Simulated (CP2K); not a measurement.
# CHFO3Si (SMILES O=C1O[Si]1(O)F): GFN2-xTB

What is the vertical ionisation energy of CHFO3Si at GFN2-xTB? 

The results are computed with CP2K 2026.2.

5 further runs of the same task are left out: 4 that didn't finish, 1 set aside as unsound or not needed.

## Step 1: The system as given

CHFO3Si: 7 atoms, total charge 0, spin state singlet. As SMILES, `O=C1O[Si]1(O)F`. The shape comes from a force field and isn't a relaxed structure. This is one conformer, not always the lowest.

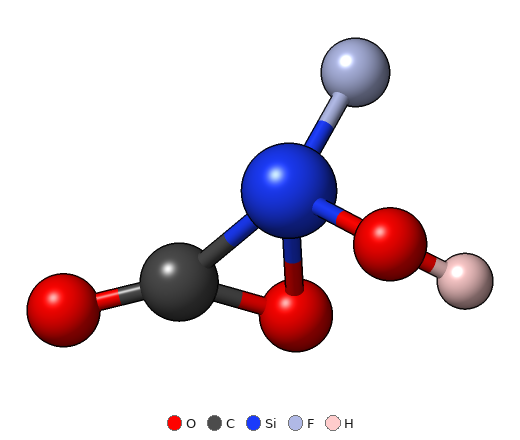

The structure, seen from a chosen angle (oxygen red, carbon dark grey, silicon blue, fluorine light blue, hydrogen pink).

## Step 2: The energy at GFN2-xTB

The input, molecule.inp:

```
&GLOBAL
 PROJECT molecule
 RUN_TYPE ENERGY
 PRINT_LEVEL MEDIUM
&END GLOBAL
&FORCE_EVAL
 METHOD QUICKSTEP
 &DFT
  CHARGE 0
  MULTIPLICITY 1
  &QS
   METHOD XTB
   EPS_DEFAULT 1.0E-10
   &XTB
    GFN_TYPE TBLITE
    &TBLITE
     METHOD GFN2
    &END TBLITE
    CHECK_ATOMIC_CHARGES F
   &END XTB
  &END QS
  &POISSON
   PERIODIC NONE
   POISSON_SOLVER ANALYTIC
  &END POISSON
  &SCF
   SCF_GUESS ATOMIC
   EPS_SCF 1.0E-07
   MAX_SCF 150
   ADDED_MOS 4
   &DIAGONALIZATION
    ALGORITHM STANDARD
   &END DIAGONALIZATION
   &MIXING
    METHOD DIRECT_P_MIXING
    ALPHA 0.4
   &END MIXING
   &SMEAR ON
    METHOD FERMI_DIRAC
    ELECTRONIC_TEMPERATURE [K] 300
   &END SMEAR
  &END SCF
  &PRINT
   &MOMENTS
    PERIODIC F
    REFERENCE COM
    MAX_MOMENT 1
   &END MOMENTS
   &MO ON
    ENERGIES T
    OCCUPATION_NUMBERS T
    NDIGITS 6
    &EACH
     QS_SCF 0
    &END EACH
    ADD_LAST NUMERIC
   &END MO
   &HIRSHFELD OFF
   &END HIRSHFELD
  &END PRINT
 &END DFT
 &SUBSYS
  &CELL
   ABC [angstrom] 17.8 19.8 19.3
   PERIODIC NONE
  &END CELL
  &COORD
   O      0.813700    -2.073500     1.365600
   C      0.227300    -1.124600     0.776100
   O     -0.938500    -0.804900     0.194800
   Si     0.367300     0.472700     0.113900
   O      0.385200     0.852200    -1.502200
   F     -0.341000     1.698800     0.926400
   H     -0.452800     0.911200    -1.920300
  &END COORD
  &TOPOLOGY
   &CENTER_COORDINATES
   &END CENTER_COORDINATES
  &END TOPOLOGY
 &END SUBSYS
&END FORCE_EVAL
```

On the command line:

```console
$ OMP_NUM_THREADS=1 cp2k.psmp -i molecule.inp -o molecule.out
```

The log of the run:

```text
CP2K| version string:                                       CP2K version 2026.2
[...]
 GLOBAL| Method name                                                        CP2K
[...]
 GLOBAL| Run type                                                         ENERGY
[...]
                             - Atoms:                                          7
[...]
                             - Spherical basis functions:                     30
[...]
 Number of electrons:                                                         34
[...]
  *** SCF run converged in    23 steps ***
[...]
  Fermi energy:                                                -0.34865669253884
[...]
 TB_DIPOLE| Moment [Debye]          0.70094171       2.58334553      -2.24428242
 TB_DIPOLE| Derivative [a.u.]       0.00000000       0.00000000       0.00000000
[...]
 ENERGY| Total FORCE_EVAL ( QS ) energy [hartree]            -21.355484503122725
[...]
```

Wall time 0.32 s (1 thread of Arm Neoverse V1, shared host).

## Step 3: The doublet cation, same level

The input, qs.inp:

```
&GLOBAL
  PROJECT qs
  RUN_TYPE ENERGY
  PRINT_LEVEL MEDIUM
&END GLOBAL
&FORCE_EVAL
  METHOD QS
  &DFT
    CHARGE 1
    MULTIPLICITY 2
    SPIN_POLARIZED T
    &QS
      METHOD XTB
      EPS_DEFAULT 1.0E-10
      &XTB
        GFN_TYPE TBLITE
        &TBLITE
          METHOD GFN2
        &END TBLITE
        CHECK_ATOMIC_CHARGES F
      &END XTB
    &END QS
    &POISSON
      PERIODIC NONE
      POISSON_SOLVER ANALYTIC
    &END POISSON
    &SCF
      SCF_GUESS ATOMIC
      EPS_SCF 1.0E-07
      MAX_SCF 150
      ADDED_MOS 8
      &DIAGONALIZATION
        ALGORITHM STANDARD
      &END DIAGONALIZATION
      &MIXING
        METHOD DIRECT_P_MIXING
        ALPHA 0.4
      &END MIXING
      &SMEAR ON
        METHOD FERMI_DIRAC
        ELECTRONIC_TEMPERATURE [K] 300
      &END SMEAR
    &END SCF
    &PRINT
      &MOMENTS
        PERIODIC F
        REFERENCE COM
        MAX_MOMENT 1
      &END MOMENTS
      &MO ON
        ENERGIES T
        OCCUPATION_NUMBERS T
        NDIGITS 6
        &EACH
          QS_SCF 0
        &END EACH
        ADD_LAST NUMERIC
      &END MO
      &HIRSHFELD OFF
      &END HIRSHFELD
    &END PRINT
  &END DFT
  &SUBSYS
    &CELL
      ABC 17.8 19.8 19.3
      PERIODIC NONE
    &END CELL
    &COORD
      O      0.813700    -2.073500     1.365600
      C      0.227300    -1.124600     0.776100
      O     -0.938500    -0.804900     0.194800
      Si     0.367300     0.472700     0.113900
      O      0.385200     0.852200    -1.502200
      F     -0.341000     1.698800     0.926400
      H     -0.452800     0.911200    -1.920300
    &END COORD
    &TOPOLOGY
      &CENTER_COORDINATES
      &END CENTER_COORDINATES
    &END TOPOLOGY
  &END SUBSYS
&END FORCE_EVAL
```

On the command line:

```console
$ OMP_NUM_THREADS=1 cp2k.psmp qs.inp > qs.out
```

The log of the run:

```text
CP2K| version string:                                       CP2K version 2026.2
[...]
 GLOBAL| Method name                                                        CP2K
[...]
 GLOBAL| Run type                                                         ENERGY
[...]
                             - Atoms:                                          7
[...]
                             - Spherical basis functions:                     30
[...]
 Number of electrons:                                                         17
[...]
  *** SCF run converged in    24 steps ***
[...]
  Fermi energy:                                                -0.69276870632182
[...]
 TB_DIPOLE| Moment [Debye]          0.57245222       1.08627736      -2.32091233
 TB_DIPOLE| Derivative [a.u.]       0.00000000       0.00000000       0.00000000
[...]
 ENERGY| Total FORCE_EVAL ( QS ) energy [hartree]            -20.795894733030675
[...]
```

Wall time 0.34 s (1 thread of Arm Neoverse V1, shared host).

## Step 4: Outcome

At GFN2-xTB:

```
                                                  quantity         value
                             singlet CHFO3Si: total energy  -21.35548 Eh
singlet CHFO3Si: dipole moment (from atomic charges alone)        3.49 D
                              singlet CHFO3Si: HOMO energy     -11.77 eV
                              singlet CHFO3Si: LUMO energy      -8.61 eV
                            singlet CHFO3Si: HOMO–LUMO gap       3.16 eV
                              doublet cation: total energy  -20.79589 Eh
        doublet cation: HOMO energy (highest over α and β)     -19.02 eV
         doublet cation: LUMO energy (lowest over α and β)     -18.69 eV
        vertical ionisation energy (to the doublet cation)     15.227 eV
```

**Reading.** Removing an electron at fixed nuclei costs 15.23 eV (1469 kJ/mol). xTB total energies overstate such differences by several eV unless an empirical shift is taken off; none is applied here. The dipole (singlet CHFO3Si) comes from point charges on the atoms alone, without atomic dipoles, so it is partial.
